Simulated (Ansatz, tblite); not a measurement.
# Cu(PH3)(SH) (CuH₄PS): spin states and exact exchange

Is the singlet the ground state of Cu(PH3)(SH) (CuH₄PS)? Other spin states are computed and compared level by level.

The runs use Ansatz 0.2.0, Gaussian basis; as each input shows.

The runs, in order: triplet, at the geometry of the singlet (GFN1-xTB, GFN2-xTB, PBE0-D4/def2-TZVP, PBE-D4/def2-TZVP, r2SCAN-D4/def2-TZVP); the singlet's energies come from earlier runs.

## Step 1: The relaxed structure

The geometry is that of the singlet, from an earlier relaxation (PBE-D4/def2-TZVP).

7 atoms, charge 0, spin multiplicity 1.

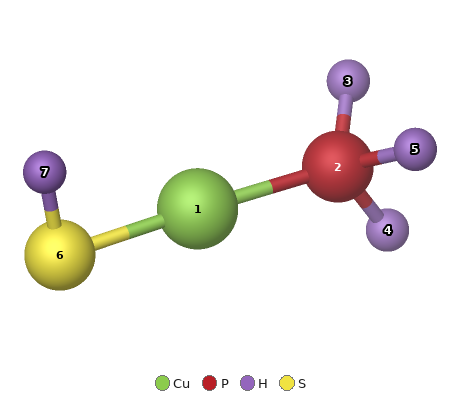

The geometry (copper green, phosphorus red, hydrogen purple, sulfur yellow); atoms are numbered from 1 in the order of the file.

Formally the metal is d10. No spin-orbit coupling is included.

## Step 2: Triplet at the fixed geometry, GFN1-xTB

Tight binding, by tblite at 300 K electronic temperature and without a spin-polarisation term:

```python
tblite.interface.Calculator('GFN1-xTB', numbers, positions, charge=0, uhf=2).singlepoint()
```

Energy -349.5989 eV; 0.004 s.

## Step 3: Triplet at the fixed geometry, GFN2-xTB

Tight binding, by tblite at 300 K electronic temperature and without a spin-polarisation term:

```python
tblite.interface.Calculator('GFN2-xTB', numbers, positions, charge=0, uhf=2).singlepoint()
```

Energy -314.2922 eV; 0.013 s.

## Step 4: Triplet at the fixed geometry, PBE0-D4/def2-TZVP

File in.yaml:

```yaml
crystal:
  periodic: [false, false, false]
  atoms:
    - {symbol: Cu, position_ang: [0.159206, 0.076364, -0.911747]}
    - {symbol: P, position_ang: [0.149041, 0.052254, 1.252443]}
    - {symbol: H, position_ang: [-0.855985, 0.754026, 1.974745]}
    - {symbol: H, position_ang: [1.274341, 0.572056, 1.948864]}
    - {symbol: H, position_ang: [0.048997, -1.179883, 1.957005]}
    - {symbol: S, position_ang: [0.236186, 0.120808, -3.046198]}
    - {symbol: H, position_ang: [-1.011776, -0.395634, -3.175113]}
basis:
  gaussian: {orbitals: def2-TZVP}
magnetization: {spin_polarized: true, initial_magnetization: 2}
hamiltonian: {xc: pbe0, dispersion: d4}
scf: {omitted_lower_state_checks: [starts]}
output: {orbitals: {seedname: orbitals}}
```

Command:

```bash
$ ansatz run in.yaml --threads 4 --pin off --events-out ev --progress --plain --max-ram 3916MiB
```

Standard output:

```text
Functional definition: PBE0
  name "PBE0"
  cite "Adamo & Barone, J. Chem. Phys. 110, 6158 (1999) doi:10.1063/1.478522"
  cite "Perdew, Burke & Ernzerhof, Phys. Rev. Lett. 77, 3865 (1996) doi:10.1103/PhysRevLett.77.3865"
  parent pbe
  parameter a = 0.25
  parameter kappa = 0.804
  parameter beta = 0.06672455060314922
  exchange = (1 - a)*pbe_x(kappa = kappa, mu = beta*pi^2/3) + a*exact_x
  correlation = pbe_c(beta = beta)
these checks for a lower state are left out or cut short: starts
1271 factors; their error is unknown
mean field evaluation 1: about -64810.2671 eV, gradient 3.6e1 eV
mean field evaluation 2: about -64685.6094 eV, gradient 2.6e2 eV
mean field evaluation 4: about -64813.7032 eV, gradient 1.0e1 eV
mean field evaluation 8: about -64813.9333 eV, gradient 1.8e-1 eV
mean field evaluation 16: about -64814.0040 eV, gradient 1.8e-2 eV
mean field evaluation 32: about -64814.0043 eV, gradient 6.8e-5 eV
mean field -64814.00428230 eV, -2381.8707248644 hartree, gradient 5.1e-6 eV, S^2 2.009514; 0 other end points of the search recorded, 0 dependent functions left out
reference -64814.00431950 eV, -2381.8707262316 hartree; 33, 31 occupied and 110, 112 virtual orbitals, 1271 factors
Total energy: -64814.13226712 eV, -2381.8754282199 hartree
Checks for a lower state left out: starts
```

Run time: 8 s. Hardware: 4 threads of Arm Neoverse V2, shared host; peak memory 0.77 GiB.

HOMO -1.91 eV, LUMO -5.21 eV (over both spins; with the spin held, an empty level of the minority spin lies below the top filled one); ⟨S²⟩ 2.010 (pure: 2.00).

## Step 5: Triplet at the fixed geometry, PBE-D4/def2-TZVP

start.molden holds the orbitals of an earlier run on this state, given as this run's starting guess.

Edit in.yaml of step 4 so:

```diff
@@ -11,5 +11,5 @@
 basis:
-  gaussian: {orbitals: def2-TZVP}
+  gaussian: {orbitals: def2-TZVP, initial_orbitals: start.molden}
 magnetization: {spin_polarized: true, initial_magnetization: 2}
-hamiltonian: {xc: pbe0, dispersion: d4}
+hamiltonian: {xc: pbe, dispersion: d4}
 scf: {omitted_lower_state_checks: [starts]}
```

Launched as before.

Standard output:

```text
Functional definition: PBE
  name "PBE"
  cite "Perdew, Burke & Ernzerhof, Phys. Rev. Lett. 77, 3865 (1996) doi:10.1103/PhysRevLett.77.3865"
  parent pbe
  parameter kappa = 0.804
  parameter beta = 0.06672455060314922
  exchange = pbe_x(kappa = kappa, mu = beta*pi^2/3)
  correlation = pbe_c(beta = beta)
these checks for a lower state are left out or cut short: starts
1160 factors; their error is unknown
mean field evaluation 1: about -64812.5983 eV, gradient 8.8e0 eV
mean field evaluation 2: about -64812.7607 eV, gradient 2.8e-1 eV
mean field evaluation 4: about -64812.7321 eV, gradient 2.3e-1 eV
mean field evaluation 8: about -64812.7329 eV, gradient 4.3e-3 eV
mean field evaluation 16: about -64812.7329 eV, gradient 6.4e-6 eV
mean field -64812.73294860 eV, -2381.8240042128 hartree, gradient 6.4e-6 eV, S^2 2.004169; 0 other end points of the search recorded, 0 dependent functions left out
reference -64812.73300006 eV, -2381.8240061039 hartree; 33, 31 occupied and 110, 112 virtual orbitals, 1160 factors
Total energy: -64812.88296364 eV, -2381.8295171639 hartree
Checks for a lower state left out: starts
```

Run time: 4.1 s. Hardware: 4 threads of Arm Neoverse V2, shared host.

HOMO -1.43 eV, LUMO -6.12 eV (over both spins; with the spin held, an empty level of the minority spin lies below the top filled one); ⟨S²⟩ 2.004 (pure: 2.00).

## Step 6: Triplet at the fixed geometry, r2SCAN-D4/def2-TZVP

Edit in.yaml of step 5 so:

```diff
@@ -13,3 +13,3 @@
 magnetization: {spin_polarized: true, initial_magnetization: 2}
-hamiltonian: {xc: pbe, dispersion: d4}
+hamiltonian: {xc: r2scan, dispersion: d4}
 scf: {omitted_lower_state_checks: [starts]}
```

Launched as before.

Standard output, cut to the lines that bear on the results:

```text
Functional definition: r2SCAN
  name "r2SCAN"
  cite "Furness, Kaplan, Ning, Perdew & Sun, J. Phys. Chem. Lett. 11, 8208 (2020) doi:10.1021/acs.jpclett.0c02405"
  cite "Furness, Kaplan, Ning, Perdew & Sun, J. Phys. Chem. Lett. 11, 9248 (2020) doi:10.1021/acs.jpclett.0c03077"
  parent r2scan
[...]
1160 factors; their error is unknown
[...]
mean field -64826.61416947 eV, -2382.3341296706 hartree, gradient 5.5e-6 eV, S^2 2.010366; 0 other end points of the search recorded, 0 dependent functions left out
reference -64826.61418831 eV, -2382.3341303631 hartree; 33, 31 occupied and 110, 112 virtual orbitals, 1160 factors
Total energy: -64826.64911935 eV, -2382.3354140551 hartree
Checks for a lower state left out: starts
```

It took 11 s on 4 threads of Arm Neoverse V2, shared host.

Report: HOMO -1.49 eV, LUMO -5.98 eV (over both spins; with the spin held, an empty level of the minority spin lies below the top filled one); ⟨S²⟩ 2.010 (pure: 2.00).

## Step 7: Triplet less singlet, vertical

The singlet's energies are those of its earlier runs, whose logs aren't repeated here.

| level | triplet less singlet, vertical (kcal/mol) | time |
| --- | --- | --- |
| GFN1-xTB | +106.1 | 0.008 s |
| GFN2-xTB | +94.1 | 0.016 s |
| PBE-D4/def2-TZVP | +93.5 | 4.9 s |
| r2SCAN-D4/def2-TZVP | +94.1 | 13 s |
| PBE0-D4/def2-TZVP | +99.2 | 9.3 s |

Times add the two runs; a level without a time comes out of a correlated run. Tight binding without a spin term can't rank spin states.

## Step 8: What came out

| quantity | value |
| --- | --- |
| triplet less singlet, vertical, functionals in def2-TZVP | +93.5 (PBE-D4) to +99.2 kcal/mol (PBE0-D4) |

What this shows: All functionals put the triplet above the singlet, over a spread of 5.7 kcal/mol. The checks for a lower triplet were left out, so another state of that spin may lie lower. The singlet here is a closed shell; an open-shell singlet can lie lower. These are electronic energies, without zero-point motion, entropy or surroundings.
